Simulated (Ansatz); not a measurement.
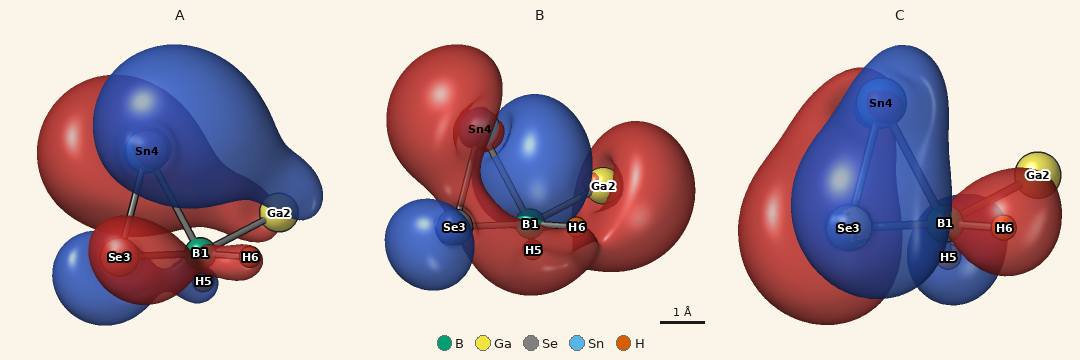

Figure. BGaH$_{2}$SeSn. Three frontier orbitals at ±0.06 Å⁻³ᐟ² (red and blue are the two phases), in no order.

Geometry: B3LYP-D3(BJ)/def2-SVP; core potentials replace the inner electrons of Sn.

The calculation used isolated molecule in a Gaussian basis; Kohn-Sham density functional theory, functional PBE0 (Ansatz).

```yaml
atoms:
  - { symbol: B, position_ang: [0.7140, -0.0946, 0.3421] }
  - { symbol: Ga, position_ang: [0.3095, 0.2819, -1.8482] }
  - { symbol: Se, position_ang: [0.3323, -0.4537, 2.2837] }
  - { symbol: Sn, position_ang: [-1.7041, -0.2544, 0.7731] }
  - { symbol: H, position_ang: [1.2229, -1.0027, -0.3293] }
  - { symbol: H, position_ang: [1.1533, 1.0211, 0.0314] }
```

Question: Order the three orbitals by energy and name them.

Answer: C is the HOMO−1 (−6.66 eV). Its weight (Hirshfeld) is mainly on Se3 (about 70 %), Sn4 (about 15 %) and B1 (about 5 %); largely a lone pair of Se3. B is the HOMO (−5.80 eV). By Hirshfeld shares it lies mainly on Sn4 (about 30 %), Ga2 (about 30 %), B1 (about 20 %) and Se3 (about 10 %). A is the LUMO (−2.80 eV). By Hirshfeld shares it lies mainly on Sn4 (about 75 %), Se3 (about 10 %) and Ga2 (about 10 %).

Question: What is the HOMO–LUMO gap?

Answer: 3.00 eV between the orbital energies.
